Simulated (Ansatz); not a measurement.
# One shape, several levels: GeH3F (GeFH3)

Aim: a comparison of 6 runs (HF/STO-3G, B2PLYP/STO-3G, BLYP/STO-3G, UB3LYP/STO-3G, CCSDT(Q)/STO-3G, FCI/STO-3G) of GeH3F (GeFH3). 

The results are computed with Ansatz 0.2.0.

57 further runs of the same task are left out: 8 that didn't finish, 49 set aside as unsound or not needed.

## 1. The system as given

The species is GeH3F (5 atoms), meant as a singlet with charge 0. As SMILES, `[H][Ge]([H])([H])[F]`. The H4–Ge1 distance was set to 2.985 Å, away from the relaxed value. At this shape a bond of the SMILES string is far longer than usual.

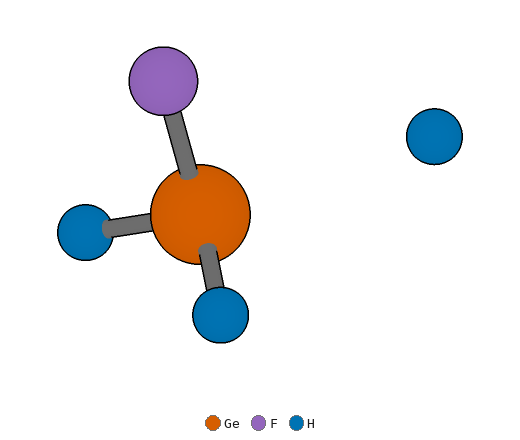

Viewed from a chosen angle; germanium orange, fluorine purple, hydrogen blue.

## 2. A single-point energy at HF/STO-3G (run 1)

job.yaml

```yaml
crystal:
  periodic: [false, false, false]
  atoms:
    - symbol: Ge
      position_ang: [0.729318, -1.259331, 0.186048]
    - symbol: F
      position_ang: [0.740838, -1.278261, 1.920708]
    - symbol: H
      position_ang: [2.179148, -1.248311, -0.168822]
    - symbol: H
      position_ang: [-0.731820, 1.260740, -0.465520]
    - symbol: H
      position_ang: [0.004828, -2.515041, -0.169262]
basis:
  gaussian:
    orbitals: STO-3G
hamiltonian:
  xc: hf
accuracy: high
```

Run with:

```bash
$ ansatz run job.yaml --threads 1 --pin off --max-ram 2610MiB --events-out events.jsonl --progress --plain --runs-dir runs
```

Log:

```text
Warning: RAYON_NUM_THREADS=1 ignored (pool sized by the plan → 1); use --threads N
Functional definition: HF
  name "HF"
  exchange = exact_x
  correlation = 0
381 factors; integrals over basis functions are off by at most 3.5e-9 eV
mean field evaluation 1: about -58534.6080 eV, gradient 2.2e1 eV
mean field evaluation 2: about -58534.6400 eV, gradient 2.2e1 eV
mean field evaluation 4: about -58538.7528 eV, gradient 2.5e0 eV
mean field evaluation 8: about -58538.8029 eV, gradient 7.1e-4 eV
mean field -58538.80287489 eV, -2151.2613266266 hartree, gradient 2.1e-8 eV, S^2 0.000000; 0 other end points of the search recorded, 0 dependent functions left out
reference -58538.80287489 eV, -2151.2613266266 hartree; 22, 22 occupied and 4, 4 virtual orbitals, 381 factors
Total energy: -58538.80287489 eV, -2151.2613266266 hartree
```

Wall time 0.18 s (1 thread of Arm Neoverse V1, shared host).

## 3. The energy at B2PLYP/STO-3G (run 2)

input.yaml

```yaml
crystal:
  periodic: [false, false, false]
  atoms:
    - {symbol: Ge, position_ang: [0.729318, -1.259331, 0.186048]}
    - {symbol: F, position_ang: [0.740838, -1.278261, 1.920708]}
    - {symbol: H, position_ang: [2.179148, -1.248311, -0.168822]}
    - {symbol: H, position_ang: [-0.731820, 1.260740, -0.465520]}
    - {symbol: H, position_ang: [0.004828, -2.515041, -0.169262]}
basis:
  gaussian: {orbitals: STO-3G}
hamiltonian: {xc: {name: B2PLYP}}
correlation: {frozen_orbitals: {F: 1, Ge: 9, H: 0}}
accuracy: high
```

Run with:

```bash
$ ansatz run input.yaml --threads 1 --pin off --max-ram 2610MiB --events-out events.jsonl --progress --plain --runs-dir runs
```

Log, shortened:

```text
Warning: RAYON_NUM_THREADS=1 ignored (pool sized by the plan → 1); use --threads N
Functional definition: B2PLYP
  name "B2PLYP"
[...]
381 factors; integrals over basis functions are off by at most 3.5e-9 eV
[...]
mean field -58573.41490345 eV, -2152.5332952153 hartree, gradient 6.1e-8 eV, S^2 0.000000; 0 other end points of the search recorded, 0 dependent functions left out; unrestricted orbitals would lower it
10 core orbitals not correlated: weight in the atoms' cores, before any rotation towards them, 1.000 or more for the frozen orbitals, at most 0.000 for the correlated occupied ones
reference -58573.41492034 eV, -2152.5332958360 hartree; 12, 12 occupied and 4, 4 virtual orbitals, 381 factors
second order -5.01686026 eV of doubles, -0.00000000 eV of singles
Total energy: -58574.76947261 eV, -2152.5830747138 hartree
```

Wall time 1.9 s (1 thread of Arm Neoverse V1, shared host); peak memory 0.098 GiB.

Runs 3 to 5 aren't shown in full; the table further down has their settings and results.

## 4. A single-point energy at FCI/STO-3G (run 6)

in.yaml

```yaml
crystal:
  periodic: [false, false, false]
  atoms:
    - {symbol: Ge, position_ang: [0.729318, -1.259331, 0.186048]}
    - {symbol: F, position_ang: [0.740838, -1.278261, 1.920708]}
    - {symbol: H, position_ang: [2.179148, -1.248311, -0.168822]}
    - {symbol: H, position_ang: [-0.731820, 1.260740, -0.465520]}
    - {symbol: H, position_ang: [0.004828, -2.515041, -0.169262]}
basis:
  gaussian: {orbitals: STO-3G}
correlation: {method: fci, frozen_orbitals: {F: 1, Ge: 9, H: 0}}
accuracy: high
```

Run with:

```bash
$ ansatz run in.yaml --threads 1 --pin off --max-ram 2610MiB --events-out events.jsonl --progress --plain --runs-dir runs
```

Log, shortened:

```text
Warning: RAYON_NUM_THREADS=1 ignored (pool sized by the plan → 1); use --threads N
[... 2 set-up lines as earlier in the session ...]
[...]
381 factors; integrals over basis functions are off by at most 3.5e-9 eV
[...]
mean field -58538.80287489 eV, -2151.2613266266 hartree, gradient 2.1e-8 eV, S^2 0.000000; 0 other end points of the search recorded, 0 dependent functions left out; unrestricted orbitals would lower it
[...]
unrestricted determinant -58542.07503024 eV, -2151.3815761177 hartree, S^2 0.9550
10 core orbitals not correlated: weight in the atoms' cores, before any rotation towards them, 1.000 or more for the frozen orbitals, at most 0.000 for the correlated occupied ones
reference -58538.80287489 eV, -2151.2613266266 hartree; 12, 12 occupied and 4, 4 virtual orbitals, 381 factors
state -58544.15634858 eV, -2151.4580631561 hartree
Total energy: -58544.15634858 eV, -2151.4580631561 hartree
```

Run time: 15 s. Hardware: 1 thread of Arm Neoverse V1, shared host; peak memory 0.31 GiB.

## 5. Overview of the runs

| run | level | frozen core orbitals | energy (Eh) | wall time |
| --- | --- | --- | --- | --- |
| 1 | HF/STO-3G | – | -2151.261327 | 0.18 s |
| 2 | B2PLYP/STO-3G | 10 | -2152.583075 | 1.9 s |
| 3 | BLYP/STO-3G | – | -2152.925398 | 1.6 s |
| 4 | UB3LYP/STO-3G | – | -2153.049685 | 5.7 s |
| 5 | CCSDT(Q)/STO-3G | 10 | -2151.458195 | 0.85 s |
| 6 | FCI/STO-3G | 10 | -2151.458063 | 15 s |

## 6. Outcome

```
                                           quantity           value
                                run 6: total energy  -2151.45806 Eh
run 6: correlation energy (10 core orbitals frozen)      -196.7 mEh
```

Against full CI in this basis: HF +196.7 mEh; CCSDT(Q) -0.1 mEh. Totals of different functionals can't be ranked against each other. In runs 2, 5 the log says that unrestricted orbitals would lower the reference, so the values rest on an unstable closed-shell determinant (other closed-shell runs at this shape may share the fault). In runs 1, 2, 3, 4, 5, 6 the basis is minimal, so the values are rough. In runs 1, 2, 3 a closed-shell determinant meets a far-stretched bond, which it describes badly. Spin contamination of the reference: run 4 ⟨S²⟩ = 0.83. Where it is this large, the reference is a mixture of spin states, and values that rest on it are in doubt. All runs together took 25 s, the longest 15 s.
